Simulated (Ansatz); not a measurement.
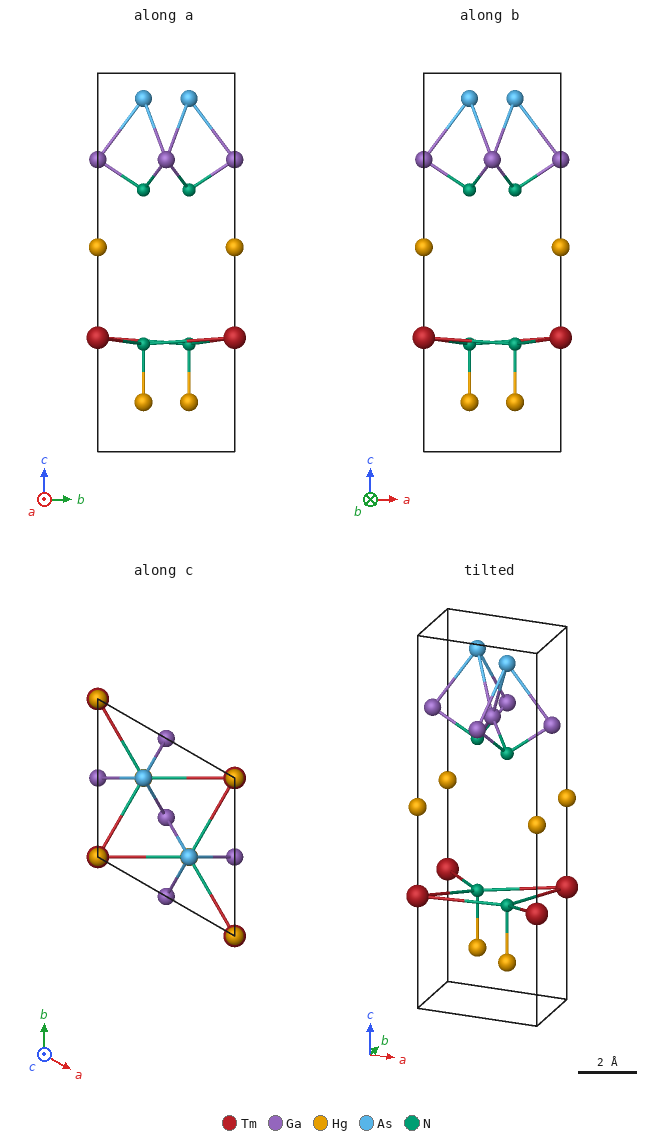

Ball-and-stick drawing of the structure, looking along the a axis, along the b axis, along the c axis and slightly off an axis. The parallelepiped is the conventional unit cell.

Lattice parameters: a = 5.511 Å, b = 5.511 Å, c = 13.199 Å, α = 90.00°, β = 90.00°, γ = 120.00°.

Q: From the views, write a table of Wyckoff sites, with free fractional coordinates to two decimals.

A: Space group P6mm (No. 183).
| atom | site | x | y | z |
| --- | --- | --- | --- | --- |
| Tm | 1a | 0.00 | 0.00 | 0.30 |
| Ga | 3c | 0.50 | 0.00 | 0.77 |
| Hg | 2b | 0.3333 | 0.6667 | 0.13 |
| Hg | 1a | 0.00 | 0.00 | 0.54 |
| As | 2b | 0.3333 | 0.6667 | 0.93 |
| N | 2b | 0.3333 | 0.6667 | 0.69 |
| N | 2b | 0.3333 | 0.6667 | 0.28 |

Starting structure: a structure type filled with these elements by a generator (whether the compound takes this form wasn't checked). The final geometry of a relaxation with Ansatz, DFT PBE, scalar-relativistic, plane waves, PAW is shown.
